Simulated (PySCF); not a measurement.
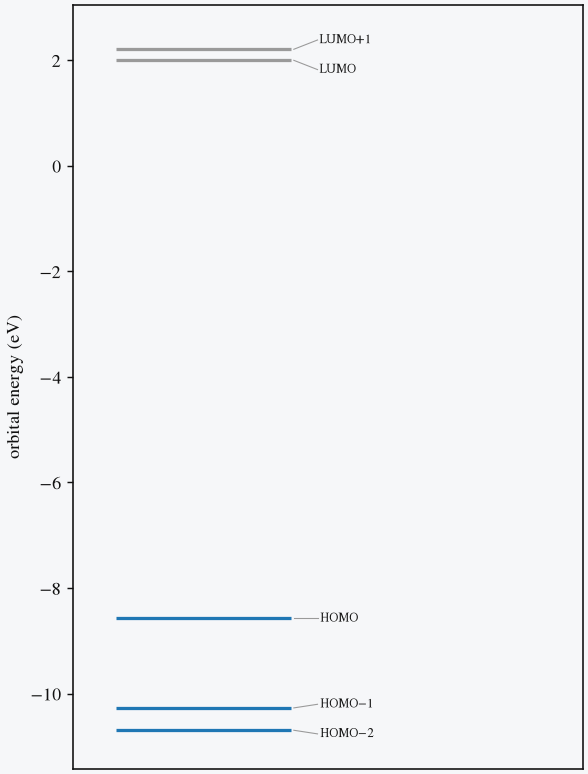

Kohn-Sham orbital energies near the frontier, ωB97X-D/def2-SVPD in PySCF 2.14.0, at a PBE0-D3(BJ)/def2-SVP geometry (no frequency check), isolated molecule; empty levels in grey, levels within 0.03 eV side by side.

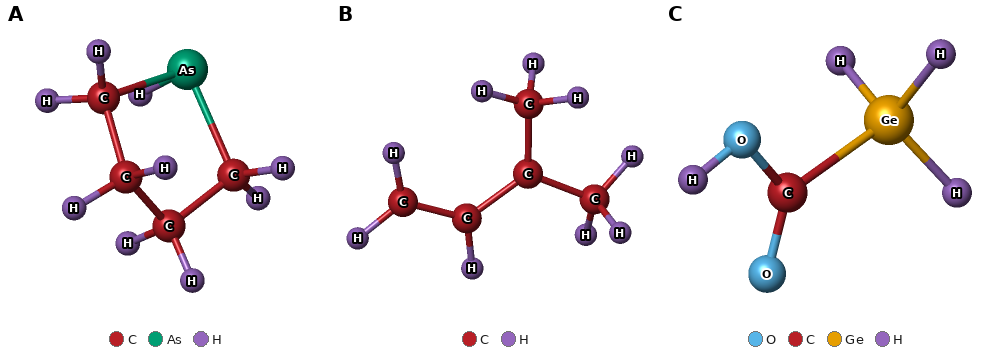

**Which molecule has this level scheme? Choose among the lettered structures. Charge and spin: A neutral singlet; B +1 singlet; C neutral singlet.**

Structure A, C₄H₉As, SMILES C1CC[AsH]C1. HOMO −8.58 eV, LUMO 2.00 eV, separation 10.57 eV.

Known limits of this run: one conformer of a flexible molecule; empty levels above zero depend strongly on the basis.
